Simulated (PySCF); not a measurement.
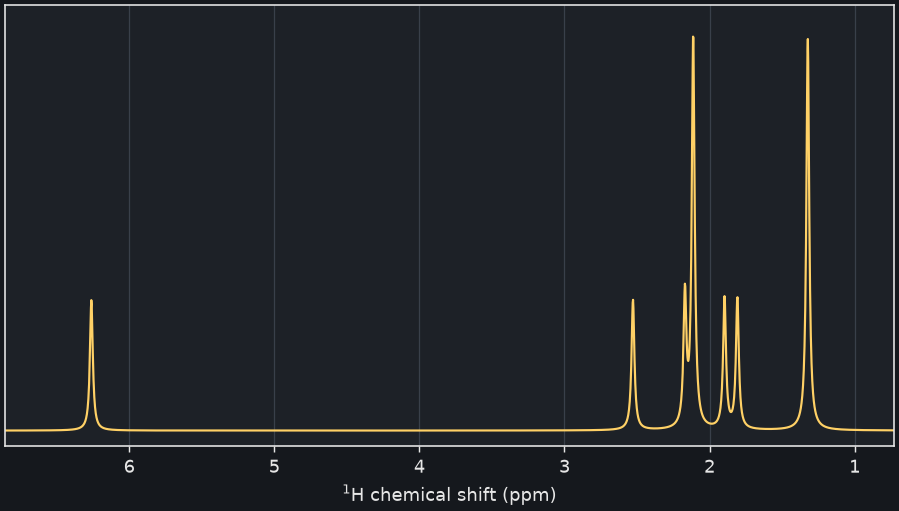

GIAO shifts, PBE0/pcSseg-1 in PySCF, at a GFN2-xTB geometry (no frequency check), against TMS for ¹H computed at the same level. Gas phase, fully decoupled, line heights follow the number of nuclei, widths are arbitrary (no quadrupolar broadening); values of one conformer, averaged over methyl-type rotors and exact or near symmetry.

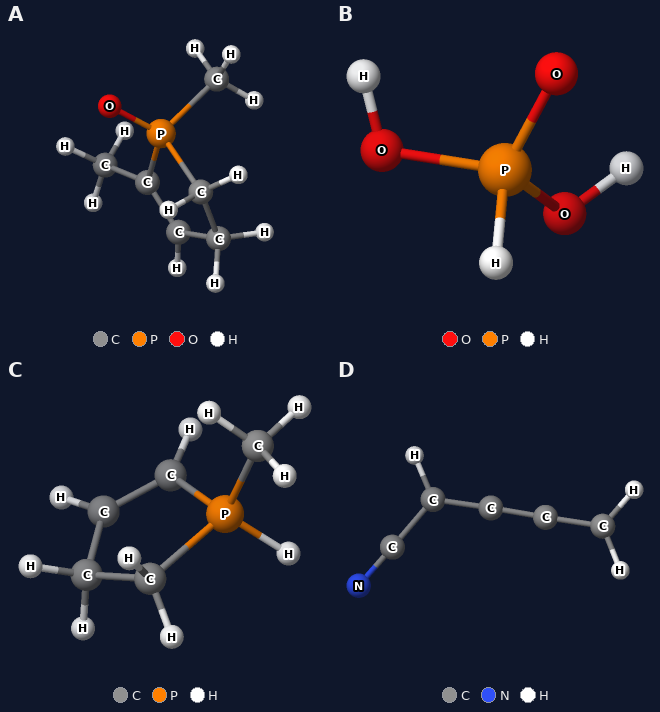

> Which molecule was computed? Choose among the lettered structures. Charge and spin: A neutral singlet; B neutral singlet; C +1 singlet; D neutral singlet.

Structure A, C₆H₁₁OP, SMILES CC1=CCC[P@]1(C)=O. Its ¹H signals: 6.26 (1 H), 2.53 (1 H), 2.17 (1 H), 2.11 (3 H), 1.90 (1 H), 1.81 (1 H), 1.32 (3 H) ppm.

Note: the tight-binding geometry is rougher than a DFT one and adds to the error.
